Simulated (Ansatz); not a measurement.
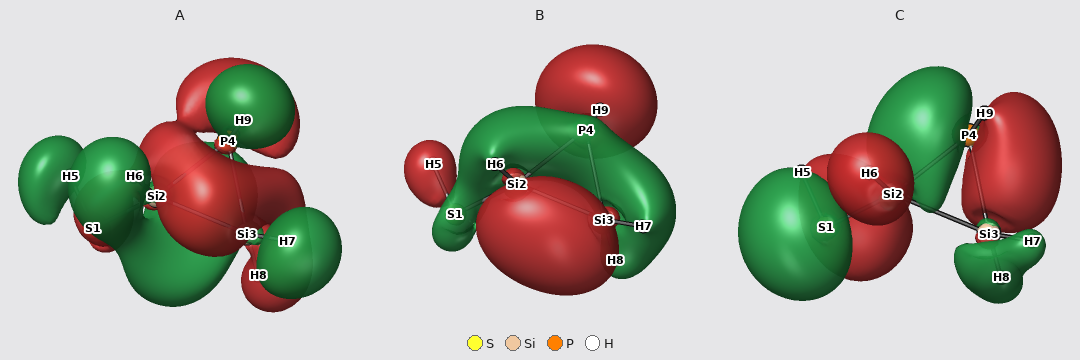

The picture shows: H₅PSSi₂ (SMILES S[SiH]1[SiH2]P1). Three frontier orbitals at ±0.06 Å⁻³ᐟ² (green and red are the two phases), in no order.

Geometry: PBE0-D4/def2-TZVP.

These are results of Ansatz 0.2.0, RKS PBE0-D4/def2-TZVPP, not measurements.

```xyz
9

S    -2.3121    1.0669   -0.1190
Si   -0.2594    0.7348    0.3189
Si    0.3778   -1.4314    0.4015
P     0.9618   -0.1388   -1.3902
H    -2.0977    2.0577   -1.0039
H     0.4001    1.7938    1.1181
H     1.4791   -1.8942    1.2765
H    -0.6154   -2.4848    0.0930
H     2.1546    0.2499   -0.7119
```

**Which picture is the HOMO−1, the HOMO and the LUMO?**

C is the HOMO−1 (−7.38 eV). By Hirshfeld shares it lies mainly on S1 (about 45 %), P4 (about 25 %), Si2 (about 10 %) and Si3 (about 10 %); largely a combination of lone pairs on S1 and P4. B is the HOMO (−6.73 eV). By Hirshfeld shares it lies mainly on P4 (about 35 %), Si3 (about 30 %) and Si2 (about 25 %). A is the LUMO (−0.63 eV). By Hirshfeld shares it lies mainly on Si2 (about 25 %), Si3 (about 25 %), P4 (about 20 %), S1 (about 10 %) and H9 (about 5 %).

**What is the HOMO–LUMO gap?**

6.10 eV between the orbital energies.
